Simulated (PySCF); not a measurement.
# ZnC (charge +1, doublet): what the fields show

```yaml
atoms:
  - { symbol: Zn, position_ang: [0.0000, 0.0000, -0.3229] }
  - { symbol: C, position_ang: [0.0000, 0.0000, 1.7201] }
```

⟨S²⟩ = 0.82, above the pure value of 0.75.

Level of theory: PySCF, PBE0/6-31G(d,p), non-relativistic, at a bond length of 2.043 Å.

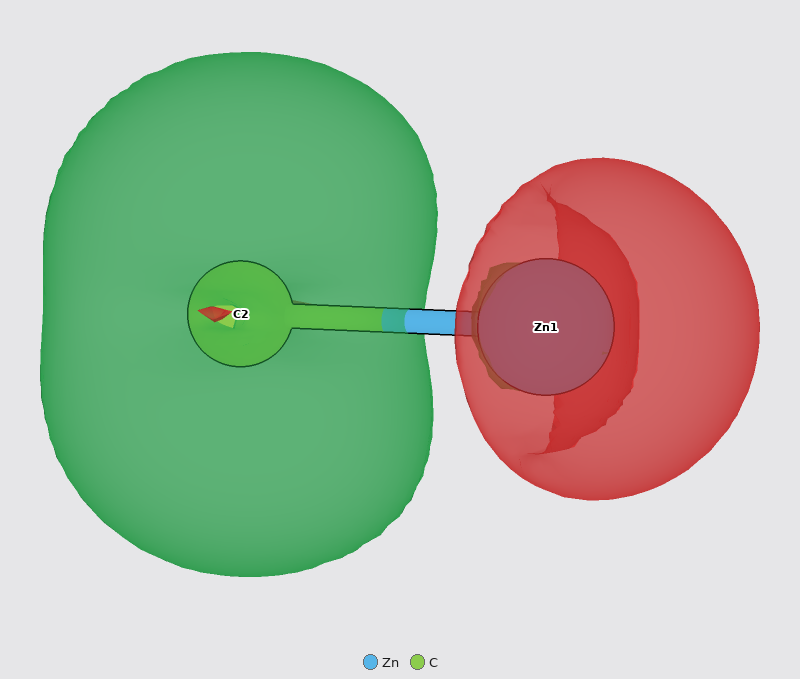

Figure 1. Isosurfaces of the spin density at +0.015 (green) and −0.015 e/Å³ (red), seen from one side.

Q: Where is the unpaired spin?

A: The unpaired spin (1 electron) lies mostly on C2 (about 1.1), in electrons by Hirshfeld's partition, with opposite, polarisation-induced spin on Zn1.

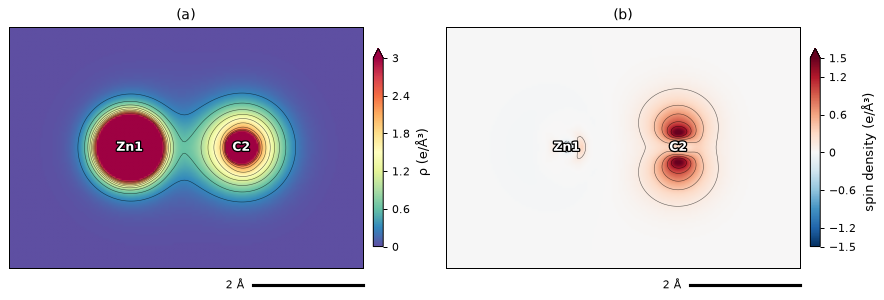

Figure 2. (a) total electron density; (b) spin density (α minus β) on a plane that holds the molecular axis.

Q: Read the bonding off the picture.

A: The plane passes through Zn and C nuclei. C–Zn (2.04 Å): the density is about 0.62 e/Å³ at the midpoint.

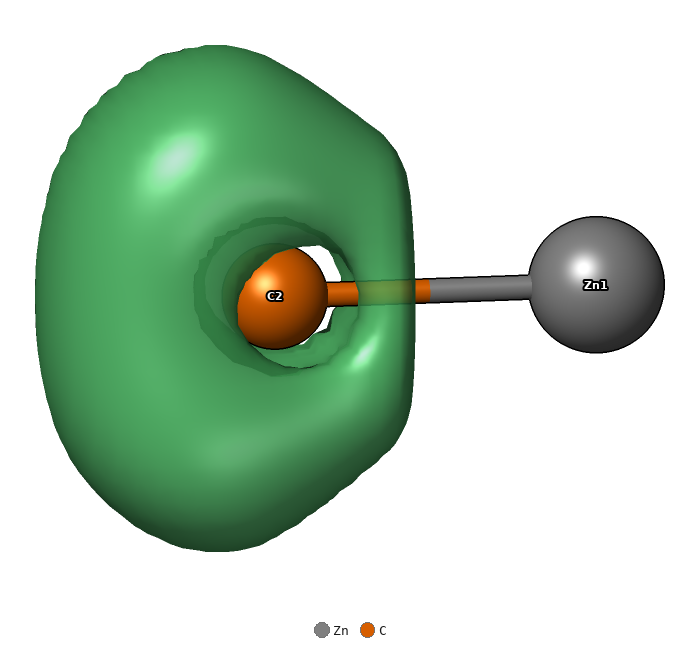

Figure 3. Isosurface of the ELF at 0.75 (green), seen from one side. Only the valence region is drawn (cores and ρ < 0.01 e/Å³ removed).

Q: Identify the bonds, lone pairs and shells in this picture.

A: At this value the surface marks out one lobe on C, pointing away from the bonds (non-bonding electrons).


C–Zn (2.04 Å): the ELF peaks at about 0.95 in the valence shell of C, 0.7 Å from its nucleus, and is about 0.40 at the midpoint.
